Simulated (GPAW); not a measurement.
# Core-hole calculation of the O K edge in SnO2 (R-3m)

What does one-electron theory with a core hole give for the O K edge of SnO2 (R-3m)?

Program: GPAW 26.7.0. Level of theory: X-ray absorption from dipole matrix elements to empty bands, plane-wave PAW LDA. Results are calculated unless marked as measured.

**1. The structure**

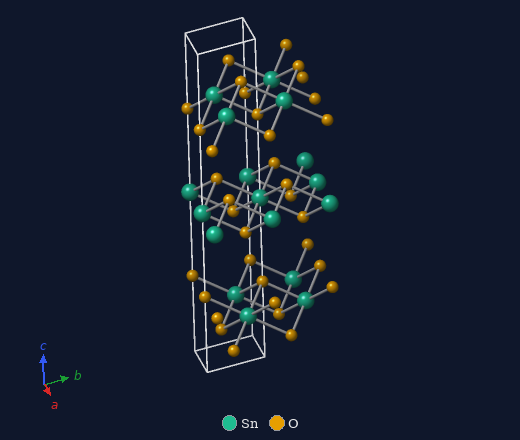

Start, viewed slightly off an axis; tin teal, oxygen orange. 2×2×1 cells are drawn. This picture shows the conventional cell, with its axes. Bonds to atoms that aren't drawn are left out. Some periodic images of atoms are drawn too.

As a file:

```
Sn O
1.0
     1.61709    0.93363    4.80059
    -1.61709    0.93363    4.80059
     0.00000   -1.86726    4.80059
Sn O
1 2
Direct
  0.50000 0.50000 0.50000
  0.76283 0.76283 0.76283
  0.23717 0.23717 0.23717
```

**2. The field without a hole**

The ground state comes first: it tells whether the system has a gap, which decides how the excited electron is treated.

File scf.py:

```python
import numpy as np
from ase import Atoms
from ase.parallel import parprint, paropen
from gpaw import GPAW, PW, FermiDirac, Mixer, MixerDif, setup_paths
from gpaw.test import gen
setup_paths.insert(0, '.')
gen('O', name='nch1s', xcname='LDA', corehole=(1, 0, 0), write_xml=True)
from gpaw.mpi import world
world.barrier()

atoms = Atoms('SnO2',
    cell=[[1.61709308, 0.93362912, 4.80059258],
     [-1.61709308, 0.93362912, 4.80059258],
     [0, -1.86725824, 4.80059258]],
    scaled_positions=[[0.5, 0.5, 0.5],
     [0.76283, 0.76283, 0.76283],
     [0.23717, 0.23717, 0.23717]],
    pbc=True)
atoms.calc = calc = GPAW(legacy_gpaw=True, mode=PW(500), xc='LDA', setups={1: 'nch1s'},
    kpts={'size': (9, 9, 9), 'gamma': True}, occupations=FermiDirac(0.05),
    charge=0, mixer=Mixer(0.1, 5, 50), maxiter=150,
    convergence={'density': 0.0001}, txt='scf.txt')
energy = atoms.get_potential_energy() + calc.get_reference_energy()
ef = calc.get_fermi_level()
out = dict(energy=energy, fermi=ef, forces=atoms.get_forces().tolist())
parprint(f'all-electron energy {energy:.4f} eV, Fermi level {ef:.4f} eV')
ev = np.array([[calc.get_eigenvalues(k, s) for k in range(len(calc.get_ibz_k_points()))] for s in range(calc.get_number_of_spins())])
out['homo'], out['lumo'], out['counts'] = ev[ev < ef].max(), ev[ev > ef].min(), sorted(set((ev < ef).sum((0, 2)).tolist()))
out['filled'] = (ev[:, 0] < ef).sum(1).tolist()
import json
with paropen('out.json', 'w') as f:
    json.dump(out, f)
```

Launch:

```console
> OMP_NUM_THREADS=1 mpirun -n 4 gpaw python scf.py
```

Numbers of over 12 decimals in the logs are rounded to 6 here.

What it wrote:

```text
Input parameters:
  convergence: {density: 0.0001}
  kpts: {gamma: True,
         size: (9, 9, 9)}
  maxiter: 150
  mixer: {backend: pulay,
          beta: 0.1,
          method: separate,
          nmaxold: 5,
          weight: 50}
  mode: {ecut: 500.0,
         name: pw}
  occupations: {fixmagmom: False,
                name: fermi-dirac,
                width: 0.05}
  setups: {1: nch1s}

Initialize ...

[... PAW data sets ...]

Reference energy: -171921.402948  # eV

Spin-paired calculation

[... convergence settings ...]
Symmetries present (total): 2
  [... symmetry matrices ...]

729 k-points: 9 x 9 x 9 Monkhorst-Pack grid
205 k-points in the irreducible part of the Brillouin zone
       k-points in crystal coordinates                weights
   0:     0.00000000    0.00000000    0.00000000          1/729
   1:     0.00000000    0.00000000    0.11111111          2/729
   2:     0.00000000    0.00000000    0.22222222          2/729
   3:     0.00000000    0.00000000    0.33333333          2/729
   4:     0.00000000    0.00000000    0.44444444          2/729
   5:     0.11111111   -0.11111111    0.00000000          2/729
   6:     0.11111111   -0.11111111    0.11111111          4/729
   7:     0.11111111   -0.11111111    0.22222222          4/729
   8:     0.11111111   -0.11111111    0.33333333          4/729
   9:     0.11111111   -0.11111111    0.44444444          4/729
          ...
 204:     0.44444444    0.44444444    0.44444444          2/729

Wave functions: Plane wave expansion
  Cutoff energy: 500.000 eV
  Number of coefficients (min, max): 1085, 1116
  Pulay-stress correction: 0.000000 eV/Ang^3 (de/decut=0.000000)
  Using FFTW library
  Wavefunction extrapolation:
    Improved wavefunction reuse through dual PAW basis

Occupation numbers: Fermi-Dirac:
  width: 0.0500  # eV

Eigensolver
   Davidson(niter=2)

Densities:
  Coarse grid: 27*27*27 grid
  Fine grid: 54*54*54 grid
  Total Charge: 0.000000

Density mixing:
  Method: separate
  Backend: pulay
  Linear mixing parameter: 0.1
  old densities: 5
  Width of damping distribution: 1.1
  Damping of long wavelength oscillations: 50

[... Hamiltonian set-up ...]
Number of atoms: 3
Number of atomic orbitals: 17
Number of bands in calculation: 17
Number of valence electrons: 26
Bands to converge: occupied

... initialized

Initializing position-dependent things.

Density initialized from atomic densities
Creating initial wave functions:
  17 bands from LCAO basis set

       O

       Sn

       O

Atomic positions and initial magnetic moments

Positions:
   0 Sn     0.000000    0.000000    7.200889    ( 0.0000,  0.0000,  0.0000)
   1 O     -0.000000    0.000000   10.986108    ( 0.0000,  0.0000,  0.0000)
   2 O     -0.000000    0.000000    3.415670    ( 0.0000,  0.0000,  0.0000)

Unit cell:
           periodic     x           y           z      points  spacing
  1. axis:    yes    1.617093    0.933629    4.800593    27     0.1018
  2. axis:    yes   -1.617093    0.933629    4.800593    27     0.1018
  3. axis:    yes    0.000000   -1.867258    4.800593    27     0.1018

  Lengths:   5.150955   5.150955   5.150955
  Angles:   36.593718  36.593718  36.593718

Effective grid spacing dv^(1/3) = 0.1302

iter:   1   -22.852189
iter:   2   -21.584076   -0.71  -0.92
iter:   3   -20.428869   -0.62  -1.04
iter:   4   -20.401866   -1.87  -1.41
iter:   5   -20.355178   -2.46  -1.65
iter:   6   -20.354403   -3.31  -2.57
iter:   7   -20.354258c  -4.02  -2.64
iter:   8   -20.353573c  -4.16  -2.80
iter:   9   -20.353564c  -5.77  -3.45
iter:  10   -20.353576c  -5.18  -3.48
iter:  11   -20.353538c  -5.60  -3.46
iter:  12   -20.353538c  -7.26  -3.99
iter:  13   -20.353538c  -7.81c -4.13c

Converged after 13 iterations.

Dipole moment: (-0.000000, -0.000000, 0.000000) |e|*Ang

Energy contributions relative to reference atoms: (reference = -171921.402948)

Kinetic:        +17.495790
Potential:      -15.391316
External:        +0.000000
XC:             -22.207862
Entropy (-ST):   -0.000000
Local:           -0.250150
SIC:             +0.000000
--------------------------
Free energy:    -20.353538
Extrapolated:   -20.353538

Showing only first 2 kpts
 Kpt  Band  Eigenvalues  Occupancy
  0    11      2.00667    2.00000
  0    12      2.77114    2.00000
  0    13      4.65031    0.00000
  0    14      8.37476    0.00000

  1    11      2.13265    2.00000
  1    12      2.83817    2.00000
  1    13      5.39746    0.00000
  1    14      8.85758    0.00000

Fermi level: 3.89142

Gap: 1.760 eV
Transition (v -> c):
  (s=0, k=28, n=12, [0.22, -0.22, 0.00]) -> (s=0, k=0, n=13, [0.00, 0.00, 0.00])
Direct/indirect transitions are different
Direct gap: 1.879 eV
Transition at: (s=0, k=0, n=12, [0.00, 0.00, 0.00])

Forces in eV/Ang:
  0 Sn    0.00000    0.00000    0.00000
  1 O     0.00000    0.00000    0.79108
  2 O     0.00000   -0.00000   -0.79108
Scalar-relativistic atomic LDA calculation for O (Oxygen, Z=8)
Core hole in 1s state (1s occupation: 2.0)
300 radial gridpoints.
|------------------------------------------------|
|------------------------------------------------|
[... the atom generator's iteration count ...]

Energy contributions:
-------------------------
Kinetic:      +74.266897
XC:            -7.772280
Potential:   -141.018865
-------------------------
Total:        -74.524248

state      eigenvalue         ekin         rmax
-----------------------------------------------
1s^2.0 :   -18.772897    28.821965        0.130
2s^2.0 :    -0.872866     3.204810        0.874
2p^4.0 :    -0.337925     2.553337        0.813
-----------------------------------------------
(units: Bohr and Hartree)

Generating PAW setup
Kinetic energy of the core from tauc = 57.689706
Cutoffs:
rc(s)=1.300
rc(p)=1.130
rc(d)=1.170
rc(vbar)=1.300
rc(comp)=1.260
rc(nct)=1.300

Kinetic energy of the core states: 57.643930
Charge: 0.0
Core electrons: 2.0
Valence electrons: 6.0
Pseudo-core charge: 0.000776
Shape function alpha=6.299
Pseudo-electron charge 5.666261
state    eigenvalue         norm
--------------------------------
2s(2) :    -0.872866     1.079797
*s    :     0.127134
2p(4) :    -0.337925     0.876472
*p    :     0.662075
*d    :     0.000000
--------------------------------

Diagonalizing with gridspacing h=0.050

state   all-electron     PAW
-------------------------------
2s:      -0.872866    -0.873954
2p:      -0.337925    -0.341740
*d:                    0.050276
*f:                    0.077289
-------------------------------
all-electron energy -171941.7565 eV, Fermi level 3.8914 eV
```

The job ended after 35 s (4 MPI ranks of Arm Neoverse V2, shared host; peak memory 0.22 GiB; 2.3 min of CPU time).

The mesh shows a gap of 1.76 eV, so the hole is first treated in a charged cell, without the excited electron.

**3. Spectrum without a core hole, O atom 2**

This cheap baseline ignores the attraction of the hole: it shows the absorber's empty states as they are in the ground state. The data set with a hole of occupation 0 only carries the core orbital.

The absorber has 3 Sn at 2.13 Å (pyramidal, site symmetry 3m).

File xas.py:

```python
import numpy as np
from ase import Atoms
from ase.parallel import parprint, paropen
from gpaw import GPAW, PW, FermiDirac, Mixer, MixerDif, setup_paths
from gpaw.test import gen
setup_paths.insert(0, '.')
gen('O', name='nch1s', xcname='LDA', corehole=(1, 0, 0), write_xml=True)
from gpaw.mpi import world
world.barrier()

atoms = Atoms('SnO2',
    cell=[[1.61709308, 0.93362912, 4.80059258],
     [-1.61709308, 0.93362912, 4.80059258],
     [0, -1.86725824, 4.80059258]],
    scaled_positions=[[0.5, 0.5, 0.5],
     [0.76283, 0.76283, 0.76283],
     [0.23717, 0.23717, 0.23717]],
    pbc=True)
atoms.calc = calc = GPAW(legacy_gpaw=True, mode=PW(500), xc='LDA', setups={1: 'nch1s'},
    kpts={'size': (9, 9, 9), 'gamma': True}, occupations=FermiDirac(0.02),
    charge=0, mixer=Mixer(0.1, 5, 50), maxiter=150,
    convergence={'density': 0.0001}, txt='scf.txt')
energy = atoms.get_potential_energy() + calc.get_reference_energy()
ef = calc.get_fermi_level()
out = dict(energy=energy, fermi=ef, forces=atoms.get_forces().tolist())
parprint(f'all-electron energy {energy:.4f} eV, Fermi level {ef:.4f} eV')
ev = np.array([[calc.get_eigenvalues(k, s) for k in range(len(calc.get_ibz_k_points()))] for s in range(calc.get_number_of_spins())])
out['homo'], out['lumo'], out['counts'] = ev[ev < ef].max(), ev[ev > ef].min(), sorted(set((ev < ef).sum((0, 2)).tolist()))
out['filled'] = (ev[:, 0] < ef).sum(1).tolist()

from ase.units import Ha
from gpaw.xas import dipole_matrix_elements
nb = int(calc.get_number_of_electrons() / 2) + 29
top = nb
nscf = calc.fixed_density(kpts={'size': (7, 7, 7), 'gamma': True},
    convergence={'eigenstates': 1.0}, txt='nscf.txt')
nscf.diagonalize_full_hamiltonian(nbands=nb)
cell = atoms.cell.array
ops = [cell.T @ U.T @ np.linalg.inv(cell.T) for U in nscf.wfs.kd.symmetry.op_scc]
filled = [13]  # bands filled in the ground state, by spin
E = np.arange(-25, 34, 0.1)
fwhm = np.interp(E, [4, 25], [0.9, 3.5])
Y, X, zero, highest = 0, 0, 1e9, 1e9
for spin in range(nscf.get_number_of_spins()):
    wfs = nscf.wfs
    A = dipole_matrix_elements(wfs.setups[1])
    eps = np.zeros((wfs.kd.nibzkpts, nb))
    d = np.zeros((3, A.shape[1], wfs.kd.nibzkpts, nb), complex)
    for kpt in wfs.kpt_u:
        if kpt.s == spin and 1 in kpt.P_ani:
            eps[kpt.k] = kpt.eps_n * Ha
            d[:, :, kpt.k] = (kpt.weight * wfs.nspins / 2) ** 0.5 * np.inner(A, kpt.P_ani[1])
    world.sum(eps)
    world.sum(d)
    T = np.einsum('amkn,bmkn->abkn', d, d.conj()).real
    T = sum(np.einsum('ai,ijkn,bj->abkn', R, T, R) for R in ops) / len(ops)
    empty = np.ones_like(eps, bool) & (np.arange(nb) >= filled[spin])
    zero, highest = min(zero, eps[empty].min()), min(highest, eps[:, top - 1].min())
    lines = [(eps, T, empty)] if spin == 0 else lines + [(eps, T, empty)]
for eps, T, empty in lines:
    f = np.einsum('aakn->akn', T).reshape(3, -1)
    x = eps.ravel() - zero
    w = np.interp(x, E, fwhm) / 2.35482
    g = np.exp(-0.5 * ((E[:, None] - x) / w) ** 2) / (w * (2 * np.pi) ** 0.5)
    Y = Y + (f * empty.ravel()) @ g.T
    X = X + (f * ~empty.ravel()) @ g.T
out.update(E=E.round(2).tolist(), xas=Y.tolist(), xes=X.tolist(), zero=zero, valid=highest - zero, nk=len(eps), nb=nb)
for i in range(0, len(E), 10):
    parprint(f'{E[i]:7.2f}', *(f'{v:10.3e}' for v in Y[:, i]))
import json
with paropen('out.json', 'w') as f:
    json.dump(out, f)
```

Launch:

```console
> OMP_NUM_THREADS=1 mpirun -n 4 gpaw python xas.py
```

What it wrote:

```text
Input parameters:
  convergence: {density: 0.0001}
  kpts: {gamma: True,
         size: (9, 9, 9)}
  maxiter: 150
  mixer: {backend: pulay,
          beta: 0.1,
          method: separate,
          nmaxold: 5,
          weight: 50}
  mode: {ecut: 500.0,
         name: pw}
  occupations: {fixmagmom: False,
                name: fermi-dirac,
                width: 0.02}
  setups: {1: nch1s}

Initialize ...

[...]
*p    :     0.662075
*d    :     0.000000
--------------------------------

Diagonalizing with gridspacing h=0.050

state   all-electron     PAW
-------------------------------
2s:      -0.872866    -0.873954
2p:      -0.337925    -0.341740
*d:                    0.050276
*f:                    0.077289
-------------------------------
all-electron energy -171941.7565 eV, Fermi level 3.5915 eV
[...]
32.00  5.897e-05  5.897e-05  7.954e-05
  33.00  6.319e-05  6.319e-05  7.708e-05
[key lines of the parts left out:]
Converged after 13 iterations.
Dipole moment: (-0.000000, -0.000000, 0.000000) |e|*Ang
Free energy:    -20.353538
Fermi level: 3.59154
```

It took 2.1 min on 4 MPI ranks; peak memory 0.41 GiB; 8.5 min of CPU time.

The O K spectrum, O atom 2, no core hole (energy from the lowest empty level; intensity scaled to a mean of 1 over the first 20 eV; polarised curves are means over the symmetry-equivalent atoms):

```
E (eV)  isotropic  ε ⊥ c  ε ∥ c
  -2.0       0.00   0.00   0.00
  -0.5       0.00   0.00   0.01
   1.0       0.27   0.18   0.45
   2.5       1.35   1.54   0.96
   4.0       1.69   2.33   0.41
   5.5       0.66   0.60   0.79
   7.0       1.45   1.81   0.72
   8.5       1.92   2.35   1.04
  10.0       2.62   2.48   2.89
  11.5       0.93   0.59   1.61
  13.0       0.25   0.16   0.41
  14.5       0.30   0.22   0.46
  16.0       0.54   0.41   0.79
  17.5       0.61   0.44   0.94
  19.0       0.53   0.45   0.71
  20.5       0.50   0.54   0.42
  22.0       0.58   0.67   0.40
  23.5       0.71   0.82   0.48
  25.0       0.92   1.06   0.63
  26.5       1.12   1.29   0.80
  28.0       1.10   1.21   0.90
  29.5       0.92   0.91   0.93
  31.0       0.78   0.70   0.94
```

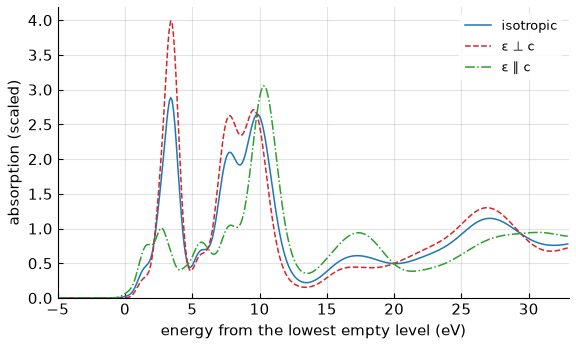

The O K edge, O atom 2, no core hole: main maxima at 3.4, 7.8 and 9.8 eV.

Main maxima below 24 eV (height): 3.4 eV (2.88), 7.8 eV (2.10), 9.8 eV (2.64) and 17.3 eV (0.61). A K edge sees empty p states on the absorber.

The same matrix elements for filled bands give the O K emission of O atom 2 (ground-state approximation; energy from the lowest empty level, largest value 1):

```
E (eV)  emission
 -24.0      0.00
 -22.5      0.00
 -21.0      0.00
 -19.5      0.00
 -18.0      0.00
 -16.5      0.00
 -15.0      0.00
 -13.5      0.00
 -12.0      0.00
 -10.5      0.00
  -9.0      0.01
  -7.5      0.08
  -6.0      0.22
  -4.5      0.35
  -3.0      0.60
  -1.5      0.34
   0.0      0.00
   1.5      0.00
   3.0      0.00
```

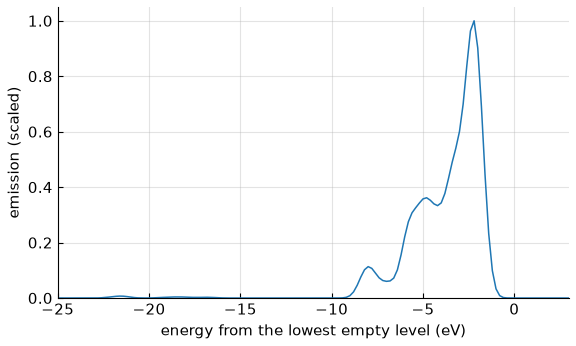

X-ray emission from the filled bands.

Emission maxima: -2.2 eV (1.00).

**4. Reference energy of the supercell**

The photon energy needs a difference of total energies, so the cell and mesh of the coming hole run are first run without a hole.

Edit scf.py of step 2 so:

```diff
@@ -10,12 +10,30 @@
 
-atoms = Atoms('SnO2',
-    cell=[[1.61709308, 0.93362912, 4.80059258],
-     [-1.61709308, 0.93362912, 4.80059258],
-     [0, -1.86725824, 4.80059258]],
+atoms = Atoms('Sn7O14',
+    cell=[[4.85127923, -0.93362912, -4.80059258],
+     [-3.23418615, -3.73451649, -4.80059258],
+     [-1.61709308, 4.66814561, -4.80059258]],
     scaled_positions=[[0.5, 0.5, 0.5],
+     [0.64285714, 0.07142857, 0.78571429],
+     [0.07142857, 0.78571429, 0.64285714],
+     [0.78571429, 0.64285714, 0.07142857],
+     [0.21428571, 0.35714286, 0.92857143],
+     [0.92857143, 0.21428571, 0.35714286],
+     [0.35714286, 0.92857143, 0.21428571],
+     [0.23717, 0.23717, 0.23717],
+     [0.38002714, 0.80859857, 0.52288429],
+     [0.80859857, 0.52288429, 0.38002714],
+     [0.52288429, 0.38002714, 0.80859857],
+     [0.95145571, 0.09431286, 0.66574143],
+     [0.66574143, 0.95145571, 0.09431286],
+     [0.09431286, 0.66574143, 0.95145571],
      [0.76283, 0.76283, 0.76283],
-     [0.23717, 0.23717, 0.23717]],
+     [0.90568714, 0.33425857, 0.04854429],
+     [0.33425857, 0.04854429, 0.90568714],
+     [0.04854429, 0.90568714, 0.33425857],
+     [0.47711571, 0.61997286, 0.19140143],
+     [0.19140143, 0.47711571, 0.61997286],
+     [0.61997286, 0.19140143, 0.47711571]],
     pbc=True)
-atoms.calc = calc = GPAW(legacy_gpaw=True, mode=PW(500), xc='LDA', setups={1: 'nch1s'},
-    kpts={'size': (9, 9, 9), 'gamma': True}, occupations=FermiDirac(0.05),
+atoms.calc = calc = GPAW(legacy_gpaw=True, mode=PW(500), xc='LDA', setups={7: 'nch1s'},
+    kpts={'size': (3, 3, 3), 'gamma': True}, occupations=FermiDirac(0.02),
     charge=0, mixer=Mixer(0.1, 5, 50), maxiter=150,
```

Launch:

```console
> OMP_NUM_THREADS=1 mpirun -n 4 gpaw python scf.py
```

What it wrote:

```text
Input parameters:
  convergence: {density: 0.0001}
  kpts: {gamma: True,
         size: (3, 3, 3)}
  maxiter: 150
  mixer: {backend: pulay,
          beta: 0.1,
          method: separate,
          nmaxold: 5,
          weight: 50}
  mode: {ecut: 500.0,
         name: pw}
  occupations: {fixmagmom: False,
                name: fermi-dirac,
                width: 0.02}
  setups: {7: nch1s}

Initialize ...

[...]
2s(2) :    -0.872866     1.079797
*s    :     0.127134
2p(4) :    -0.337925     0.876472
*p    :     0.662075
*d    :     0.000000
--------------------------------

Diagonalizing with gridspacing h=0.050

state   all-electron     PAW
-------------------------------
2s:      -0.872866    -0.873954
2p:      -0.337925    -0.341740
*d:                    0.050276
*f:                    0.077289
-------------------------------
all-electron energy -1203592.3031 eV, Fermi level 3.4323 eV
[key lines of the parts left out:]
Converged after 16 iterations.
Dipole moment: (0.000000, 0.000000, 0.000000) |e|*Ang
Free energy:   -142.482497
Fermi level: 3.43226
```

Elapsed: 1.8 min, on 4 MPI ranks; peak memory 0.42 GiB; 7.2 min of CPU time.

Reference energy: -1203592.303 eV with the cores included.

(Continued in part 2 of 3.)

[Banner, clock and machine lines of the logs are left out without a mark of their own.]

[Logs are printed without paths, hosts, clocks, repeated set-up lines and the standing remarks that a program may print on its own settings, such as how far it seeks lower states.]

[Hosts, paths, dates, database ids (printed as entryN), source tags and the programs' standing remarks are cut or masked in the printed files.]

[Lists of maxima count a maximum above −3 eV only where it reaches 4 % of the highest in the window and stands out from its surroundings by 2 % of it (1.5 % where it reaches 55 %); shoulders and weaker maxima are passed over, and of the rest the first, up to two pre-edge ones and the few strongest are named.]
